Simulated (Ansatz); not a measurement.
BHCl2 and related structures: several calculations on one system

Part 1: Relaxation

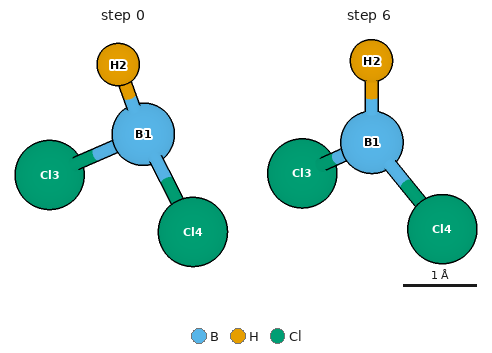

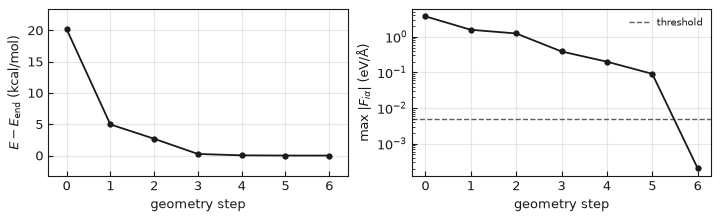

First and last geometry of a relaxation of BHCl2, with the history of the run. The picture is a ball-and-stick view, seen from a free direction.

It is one of the separated reactants of a reaction.

Method: Ansatz, RKS PBE0-D4/def2-TZVP. Settings: force threshold 0.005 eV/Å; at most 200 steps.

Question: Read the history and describe the run.

Answer: It converged. The largest move after the best rigid fit is that of B1, 0.31 Å. By element the largest moves are B 0.31 Å, H 0.13 Å, Cl 0.10 Å. Some distances before and after: B1–Cl3 1.837 → 1.734 Å, B1–H2 1.198 → 1.187 Å. Bond angles that change, for instance: H2–B1–Cl3 112.6° → 119.6°, Cl3–B1–Cl4 114.1° → 120.7°. Over 6 geometry steps the energy falls by 20.2 kcal/mol. The largest force component goes from 3.8 to 0.0002 eV/Å. The run took 5.5 s on 4 threads of Arm Neoverse V2, with other jobs on the host.

Part 2: Relaxation

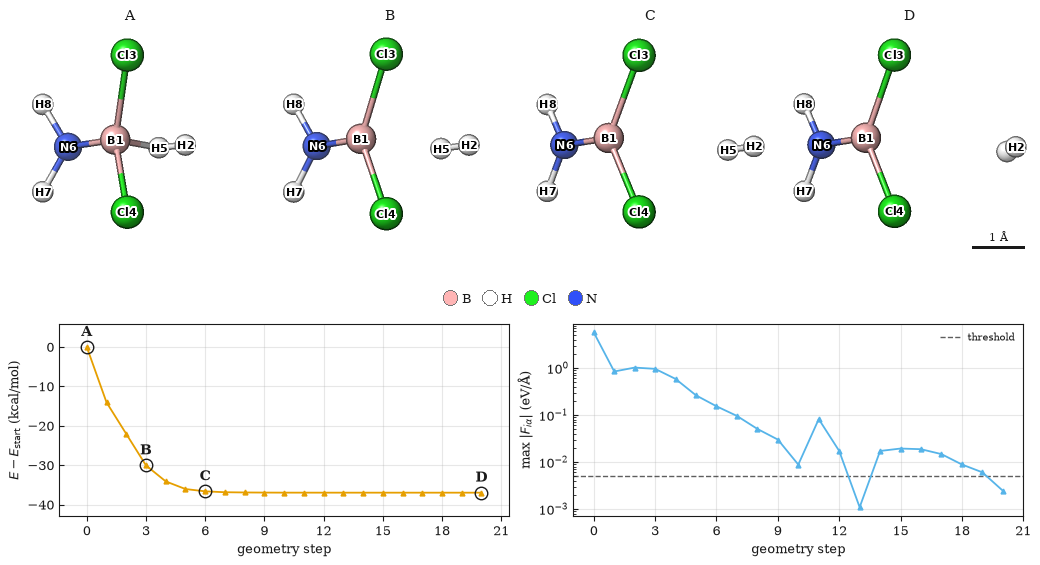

Frames of a relaxation of BNH4Cl2 (started from a transition state, displaced along its imaginary mode), marked on the history of the run. A ball-and-stick model, seen from a free direction.

All numbers below come from RKS PBE0-D4/def2-TZVP (Ansatz 0.2.0). Set-up: force threshold 0.005 eV/Å; at most 200 steps.

### Describe the path.

Over 20 geometry steps the energy falls by 36.9 kcal/mol. Largest force component: 5.7 eV/Å at the start, 0.0025 eV/Å at the end. The forces were under the threshold at step 13, but the run went on from there. The atom that moves furthest after the best rigid fit is H5 (1.45 Å). By element the largest moves are H 1.45 Å, B 0.63 Å, N 0.60 Å, Cl 0.26 Å. Some distances before and after: B1–H5 1.496 → 3.454 Å, B1–H2 1.582 → 3.214 Å, H2–H5 0.660 → 0.746 Å, B1–N6 1.435 → 1.384 Å. Bond angles that change, for instance: B1–N6–H7 117.4° → 122.3°, Cl3–B1–Cl4 116.3° → 119.4°. From step 0 to 3: H atoms move most (0.46 Å), energy −30.0 kcal/mol. From step 3 to 6: H5 moves most (0.57 Å), energy −6.57 kcal/mol. From step 6 to 20: H5 moves most (0.44 Å), energy −0.34 kcal/mol.

Part 3: Reaction

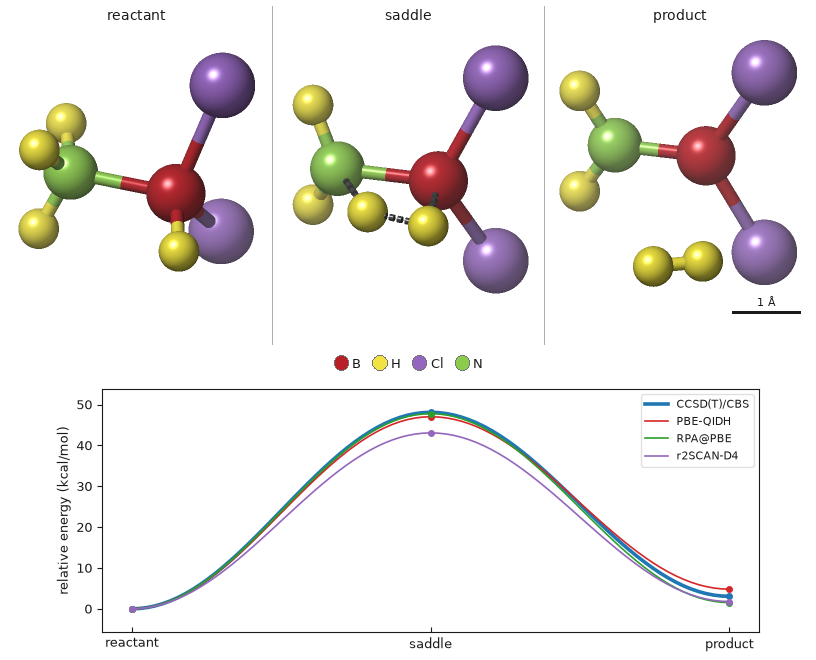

A reaction step of BNH₄Cl₂, with its energy diagram. Style: ball-and-stick. Shown at a tilt. Dashed sticks mark bonds that form or break.

Stationary points at PBE0-D4/def2-TZVP, single-point energies with CCSD(T)/CBS, PBE-QIDH, RPA@PBE, r2SCAN-D4 (def2-TZVPP where no basis is named; Ansatz 0.2.0). The energies are electronic, without zero-point or thermal terms, and both ends are the relaxed geometries reached downhill from the saddle, with any fragments still in contact. CCSD(T)/CBS stands for a frozen-core estimate: MP2 correlation extrapolated from def2-TZVPP and def2-QZVPP, CCSD(T) minus MP2 from the smaller set.

Question: What happens, and what does it cost?

Answer: Counted by bonded pieces, the reactant holds BH₄NCl₂ and the product holds BH₂NCl₂ + H₂. From the reactant over the saddle to the product, a bond forms: H–H (2.57 → 0.99 → 0.75 Å). Bonds break: B–H (1.20 → 1.38 → 3.21 Å), H–N (1.02 → 1.39 → 3.73 Å). The saddle has one imaginary mode, 1399i cm⁻¹. The end the product keeps a soft imaginary mode of 54i cm⁻¹, so it isn't quite a minimum. With CCSD(T)/CBS the barrier is 48.1 kcal/mol from the reactant and 45.0 kcal/mol from the product, and the product lies 3.1 kcal/mol above the reactant.

```csv
level,barrier from the reactant (kcal/mol),barrier from the product (kcal/mol),the product less the reactant (kcal/mol)
CCSD(T)/CBS,48.1,45.0,3.1
PBE-QIDH,47.0,42.2,4.8
RPA@PBE,47.8,46.2,1.5
r2SCAN-D4,43.1,41.3,1.8
```

Against CCSD(T)/CBS, RPA@PBE comes closest on the barrier from the reactant (−0.3 kcal/mol) and r2SCAN-D4 misses most (−5.0 kcal/mol).
